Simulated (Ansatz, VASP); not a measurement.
# AlN: VASP beside Ansatz

Aim: how closely do two programs agree when they are given the same cell, functional and k mesh? The cell is taken from a series of VASP runs on this material, whose earlier steps may have relaxed, scaled or displaced it; both programs get it as it stands. Valence electrons are named where the data sets of a main pair hold unlike numbers.

Calculated with Ansatz 0.2.0; plane waves, with VASP 6.6.1 beside it; band structure at HSE06.

## (1) Starting point

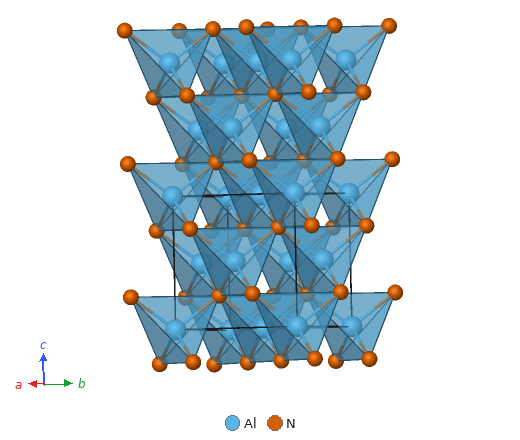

Start, viewed from a free direction; aluminium blue, nitrogen orange. 1×1×2 cells are drawn. This picture shows the conventional cell, with its axes. Some periodic images of atoms are drawn too.

## (2) VASP: band structure, HSE06

The same path points are solved in both programs, so levels can be compared one by one.

Lines of VASP's logs that name or quote its potential files are left out, and so is its time.

The run reads the wave functions of an earlier VASP run, which isn't shown here.

Contents of INCAR:

```
SYSTEM = AlN
PREC = Accurate
ENCUT = 460
EDIFF = 1E-06
NELM = 100
ISMEAR = 0
SIGMA = 0.03
LREAL = .FALSE.
ALGO = Normal
LHFCALC = .TRUE.
AEXX = 0.25
GGA = PE
HFSCREEN = 0.2
LASPH = .TRUE.
NBANDS = 10
PRECFOCK = Fast
LORBIT = 11
LWAVE = .FALSE.
LCHARG = .FALSE.
KPAR = 4
```

Contents of POSCAR:

```
AlN
1.0
    0.0000000000      2.1839935596      2.1839935596
    2.1839935596      0.0000000000      2.1839935596
    2.1839935596      2.1839935596      0.0000000000
Al N
1 1
Direct
    0.0000000000      0.0000000000      0.0000000000
    0.2500000000      0.2500000000      0.2500000000
```

Contents of KPOINTS:

```
Automatic mesh
0
Gamma
6 6 6
0 0 0
```

Contents of KPOINTS_OPT:

```
Line mode
10
Line-mode
Reciprocal
  0.00000000   0.00000000   0.00000000 GAMMA
  0.50000000   0.00000000   0.50000000 X

  0.50000000   0.00000000   0.50000000 X
  0.50000000   0.25000000   0.75000000 W

  0.50000000   0.25000000   0.75000000 W
  0.37500000   0.37500000   0.75000000 K

  0.37500000   0.37500000   0.75000000 K
  0.00000000   0.00000000   0.00000000 GAMMA

  0.00000000   0.00000000   0.00000000 GAMMA
  0.50000000   0.50000000   0.50000000 L

  0.50000000   0.50000000   0.50000000 L
  0.62500000   0.25000000   0.62500000 U

  0.62500000   0.25000000   0.62500000 U
  0.50000000   0.25000000   0.75000000 W

  0.50000000   0.25000000   0.75000000 W
  0.50000000   0.50000000   0.50000000 L

  0.50000000   0.50000000   0.50000000 L
  0.37500000   0.37500000   0.75000000 K

  0.62500000   0.25000000   0.62500000 U
  0.50000000   0.00000000   0.50000000 X
```

PAW data sets: Al and N (PBE family, release 64).

Launch:

```sh
$ mpirun -np 4 vasp_std
```

Numbers of over 12 decimals in the logs are rounded to 6 here.

The log of the run:

```text
[banner, memory and clock lines left out]
running    4 mpi-ranks, on    1 nodes
 distrk:  each k-point on    1 cores,    4 groups
 distr:  one band on    1 cores,    1 groups

 POSCAR found type information on POSCAR AlN
 POSCAR found :  2 types and       2 ions
 LDA part: xc-table for (Slater+PW92), standard interpolation
 found WAVECAR, reading the header
 POSCAR, INCAR and KPOINTS ok, starting setup
 FFT: planning ... GRIDC
 FFT: planning ... GRID_SOFT
 FFT: planning ... GRID
 reading WAVECAR
 the WAVECAR file was read successfully
 initial charge from wavefunction
 entering main loop
       N       E                     dE             d eps       ncg     rms          rms(c)
DAV:   1    -0.174307122799E+02   -0.17431E+02   -0.10521E+00   366   0.635E+00    0.960E+00
DAV:   2    -0.174317902915E+02   -0.10780E-02   -0.18984E-02   338   0.125E+00    0.619E+00
DAV:   3    -0.174302090572E+02    0.15812E-02   -0.48125E-03   358   0.392E-01    0.388E+00
DAV:   4    -0.174298906273E+02    0.31843E-03   -0.31929E-04   386   0.113E-01    0.232E+00
DAV:   5    -0.174297185145E+02    0.17211E-03   -0.55403E-05   370   0.616E-02    0.134E+00
DAV:   6    -0.174296641206E+02    0.54394E-04   -0.25591E-05   344   0.423E-02    0.772E-01
DAV:   7    -0.174296461915E+02    0.17929E-04   -0.46648E-06   370   0.186E-02    0.441E-01
DAV:   8    -0.174296403193E+02    0.58721E-05   -0.20337E-06   304   0.108E-02    0.254E-01
DAV:   9    -0.174296386400E+02    0.16794E-05   -0.67575E-07   178   0.680E-03    0.149E-01
DAV:  10    -0.174296381136E+02    0.52639E-06   -0.24581E-07   178   0.459E-03
   1 F= -.17429638E+02 E0= -.17429638E+02  d E =-.195597E-22
 Start KPOINTS_OPT (optional k-point list driver)
k-point batch [1-16\100]
       N       E                     dE             ncg
DAV:   1     0.391068071013E+03   -0.35198E+04      328
DAV:   2    -0.197028049172E+02   -0.41077E+03      398
DAV:   3    -0.358803833311E+02   -0.16178E+02      398
DAV:   4    -0.360499387543E+02   -0.16956E+00      404
DAV:   5    -0.360513012279E+02   -0.13625E-02      376
DAV:   6    -0.360513331193E+02   -0.31891E-04      428
DAV:   7    -0.360513336201E+02   -0.50078E-06      324
[...]
k-point batch [97-100\100]
       N       E                     dE             ncg
DAV:   1     0.398282605899E+04   -0.13544E+04       80
DAV:   2     0.389081395841E+04   -0.92012E+02      104
DAV:   3     0.388790831382E+04   -0.29056E+01       94
DAV:   4     0.388787423070E+04   -0.34083E-01      104
DAV:   5     0.388787387619E+04   -0.35451E-03       96
DAV:   6     0.388787386790E+04   -0.82840E-05      120
DAV:   7     0.388787386784E+04   -0.59571E-07       96
```

OUTCAR, selected parts (step 2):

```text
ion  position               nearest neighbor table
   1  0.000  0.000  0.000-   2 1.89   2 1.89   2 1.89   2 1.89
   2  0.250  0.250  0.250-   1 1.89   1 1.89   1 1.89   1 1.89

  LATTYP: Found a face centered cubic cell.
 ALAT       =     4.3679871192

 Subroutine GETGRP returns: Found 24 space group operations
 (whereof 24 operations were pure point group operations)

The static configuration has the point symmetry T_d .

 Found     16 irreducible k-points:

   k-points           NKPTS =     16   k-points in BZ     NKDIM =    216   number of bands    NBANDS=     10

   dimension x,y,z NGX =    24 NGY =   24 NGZ =   24
   dimension x,y,z NGXF=    48 NGYF=   48 NGZF=   48

   ENCUT  =  460.0 eV  33.81 Ry    5.81 a.u.   5.40  5.40  5.40*2*pi/ulx,y,z

   NELECT =       8.0000    total number of electrons

 k-points in reciprocal lattice and weights: Automatic mesh
   0.00000000  0.00000000  0.00000000       0.005
   0.16666667  0.00000000  0.00000000       0.037
   0.33333333  0.00000000  0.00000000       0.037
   0.50000000  0.00000000  0.00000000       0.019
   0.16666667  0.16666667  0.00000000       0.028
   0.33333333  0.16666667  0.00000000       0.111
   0.50000000  0.16666667  0.00000000       0.111
  -0.33333333  0.16666667  0.00000000       0.111
  -0.16666667  0.16666667  0.00000000       0.056
[...]
-0.33333333  0.33333333  0.16666667       0.111
  -0.33333333  0.50000000  0.16666667       0.056

  exchange ACFDT corr.  =         0.00000000  see jH, gK, PRB 81, 115126

 average (electrostatic) potential at core
       1 -67.6537       2 -54.8799

 E-fermi :   5.2333

 k-point     1 :       0.0000    0.0000    0.0000
  band No.  band energies     occupation
      1     -11.4480      2.00000
      2       5.0344      2.00000
      3       5.0344      2.00000
      4       5.0344      2.00000
      5      10.6062      0.00000
      6      19.2983      0.00000
      7      19.2983      0.00000
      8      19.2983      0.00000
      9      24.6560      0.00000
    ...

 k-point     2 :       0.1667    0.0000    0.0000
  band No.  band energies     occupation
      1     -11.0222      2.00000
      2       3.0623      2.00000
      3       4.8856      2.00000
      4       4.8856      2.00000
      5      12.0966      0.00000
      6      18.3965      0.00000
      7      19.4932      0.00000
      8      19.4932      0.00000
      9      22.7346      0.00000
    ...

 k-point     3 :       0.3333    0.0000    0.0000
  band No.  band energies     occupation
      1      -9.9685      2.00000
      2       0.1040      2.00000
      3       4.6193      2.00000
      4       4.6193      2.00000
      5      13.5737      0.00000
      6      17.2052      0.00000
      7      18.4336      0.00000
      8      18.4336      0.00000
      9      24.2206      0.00000
    ...

  energy-cutoff  :      460.00
  volume of cell :       20.83
      direct lattice vectors                 reciprocal lattice vectors
     0.000000000  2.183993560  2.183993560    -0.228938404  0.228938404  0.228938404
     2.183993560  0.000000000  2.183993560     0.228938404 -0.228938404  0.228938404
     2.183993560  2.183993560  0.000000000     0.228938404  0.228938404 -0.228938404

 POSITION                                       TOTAL-FORCE (eV/Angst)
 -----------------------------------------------------------------------------------
      0.00000      0.00000      0.00000         0.000000     -0.000000      0.000000
      1.09200      1.09200      1.09200        -0.000000      0.000000     -0.000000
 -----------------------------------------------------------------------------------
    total drift:                                0.000002     -0.000000      0.000001

  FREE ENERGIE OF THE ION-ELECTRON SYSTEM (eV)
  ---------------------------------------------------
  free  energy   TOTEN  =       -17.4296381136 eV

  energy  without entropy=      -17.4296381136  energy(sigma->0) =      -17.42963811

 total charge
# of ion       s       p       d       tot
------------------------------------------
    1        0.423   0.462   0.000   0.885
    2        1.227   2.638   0.000   3.865
--------------------------------------------------
tot          1.650   3.100   0.000   4.750

[... 3 further parts left out ...]
```

(Part 1 of 2 ends here.)

[Lines on the potential files, build, host, timing and source positions are cut from VASP's logs without a mark.]

[Logs are printed without paths, hosts, clocks, repeated set-up lines and the standing remarks that a program may print on its own settings, such as how far it seeks lower states.]

[Hosts, paths, dates, database ids (printed as entryN), source tags and the programs' standing remarks are cut or masked in the printed files.]
